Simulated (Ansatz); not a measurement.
# MP2/aug-cc-pVDZ run of GeHF3 (SMILES [F][GeH]([F])[F])

Aim: the vertical electron affinity of GeHF3 at MP2/aug-cc-pVDZ, from 2 runs. 

Program for the calculation: Ansatz 0.2.0.

48 further runs of the same task are left out: 48 set aside as unsound or not needed. Runs told in other sessions of the task aren't counted.

## Step 1: The system as given

GeHF3 has 5 atoms, charge 0, and is taken as a singlet. SMILES: `[F][GeH]([F])[F]`. The shape is that of a PBE0-D4/def2-TZVP optimisation.

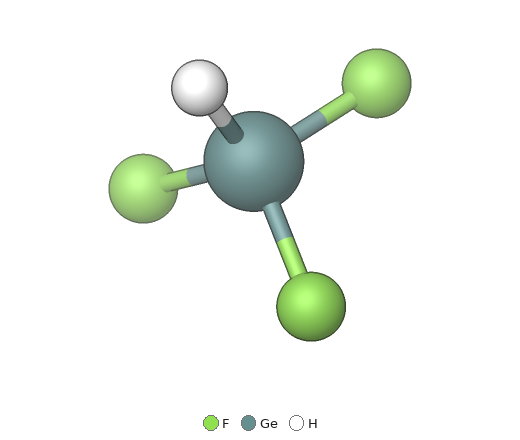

The structure, seen from a chosen angle (fluorine green, germanium teal, hydrogen white).

## Step 2: The energy at MP2/aug-cc-pVDZ

Input file molecule.yaml:

```yaml
crystal:
  periodic: [false, false, false]
  atoms:
    - {symbol: F, position_ang: [-0.249800, -0.734100, 1.483000]}
    - {symbol: Ge, position_ang: [0.095600, -0.008700, -0.023300]}
    - {symbol: F, position_ang: [-0.673100, 1.515700, -0.011300]}
    - {symbol: F, position_ang: [-0.708100, -0.944000, -1.204000]}
    - {symbol: H, position_ang: [1.585200, 0.097300, -0.285700]}
basis:
  gaussian: {orbitals: aug-cc-pVDZ}
correlation: {method: mp2, frozen_orbitals: {F: 1, Ge: 9, H: 0}}
accuracy: high
```

Started as:

```sh
ansatz run molecule.yaml --threads 1 --pin off --max-ram 3480MiB --events-out events.jsonl --progress --plain --runs-dir runs
```

Output:

```text
Warning: RAYON_NUM_THREADS=1 ignored (pool sized by the plan → 1); use --threads N
Functional definition: HF
  name "HF"
  exchange = exact_x
  correlation = 0
2323 factors; integrals over basis functions are off by at most 4.5e-9 eV
mean field evaluation 1: about -64607.0450 eV, gradient 4.4e1 eV
mean field evaluation 2: about -64607.0814 eV, gradient 4.4e1 eV
mean field evaluation 4: about -64610.4903 eV, gradient 2.0e0 eV
mean field evaluation 8: about -64610.5108 eV, gradient 1.1e-1 eV
mean field -64610.51086333 eV, -2374.3924796502 hartree, gradient 2.2e-8 eV, S^2 0.000000; 0 other end points of the search recorded, 0 dependent functions left out
12 core orbitals not correlated: weight in the atoms' cores, before any rotation towards them, 1.000 or more for the frozen orbitals, at most 0.000 for the correlated occupied ones
reference -64610.51086333 eV, -2374.3924796502 hartree; 18, 18 occupied and 84, 84 virtual orbitals, 2323 factors
second order -20.18270703 eV of doubles, -0.00000000 eV of singles
Total energy: -64630.69357036 eV, -2375.1341804531 hartree
```

It took 8.1 s on 1 thread of Arm Neoverse V1, shared host; peak memory 0.39 GiB.

## Step 3: The doublet anion at the same level

Input file run.yaml:

```yaml
crystal:
  periodic: [false, false, false]
  atoms:
    - {symbol: F, position_ang: [-0.249800, -0.734100, 1.483000]}
    - {symbol: Ge, position_ang: [0.095600, -0.008700, -0.023300]}
    - {symbol: F, position_ang: [-0.673100, 1.515700, -0.011300]}
    - {symbol: F, position_ang: [-0.708100, -0.944000, -1.204000]}
    - {symbol: H, position_ang: [1.585200, 0.097300, -0.285700]}
basis:
  gaussian: {orbitals: aug-cc-pVDZ}
accuracy: high
magnetization: {spin_polarized: true, initial_magnetization: 1}
correlation: {method: mp2, frozen_orbitals: {F: 1, Ge: 9, H: 0}}
total_charge: -1
```

Started as:

```sh
ansatz run run.yaml --threads 1 --pin off --max-ram 3480MiB --events-out events.jsonl --progress --plain --runs-dir runs
```

Output (excerpt; [...] marks lines left out):

```text
Warning: RAYON_NUM_THREADS=1 ignored (pool sized by the plan → 1); use --threads N
Functional definition: HF
  name "HF"
[...]
2323 factors; integrals over basis functions are off by at most 4.5e-9 eV
[...]
mean field -64609.44600848 eV, -2374.3533469563 hartree, gradient 5.3e-8 eV, S^2 0.750252; 12 other end points of the search recorded, 0 dependent functions left out
12 core orbitals not correlated: weight in the atoms' cores, before any rotation towards them, 1.000 or more for the frozen orbitals, at most 0.000 for the correlated occupied ones
reference -64609.44600848 eV, -2374.3533469563 hartree; 19, 18 occupied and 83, 84 virtual orbitals, 2323 factors
second order -20.24310532 eV of doubles, -0.00000000 eV of singles
Total energy: -64629.68911381 eV, -2375.0972673557 hartree
```

Wall time 47 s (1 thread of Arm Neoverse V1, shared host); peak memory 0.58 GiB.

## Step 4: What came out

At MP2/aug-cc-pVDZ, 12 core orbitals frozen:

| quantity | value |
| --- | --- |
| singlet GeHF3: total energy | -2375.13418 Eh |
| singlet GeHF3: correlation energy (12 core orbitals frozen) | -741.7 mEh |
| doublet anion: total energy | -2375.09727 Eh |
| doublet anion: correlation energy (12 core orbitals frozen) | -743.9 mEh |
| doublet anion: ⟨S²⟩ of the reference determinant | 0.750 |
| vertical electron affinity (to the doublet anion) | -1.004 eV |

In words: The anion lies 1.00 eV (23 kcal/mol) above the neutral: the electron isn't bound at this level, and such a value depends on the basis.
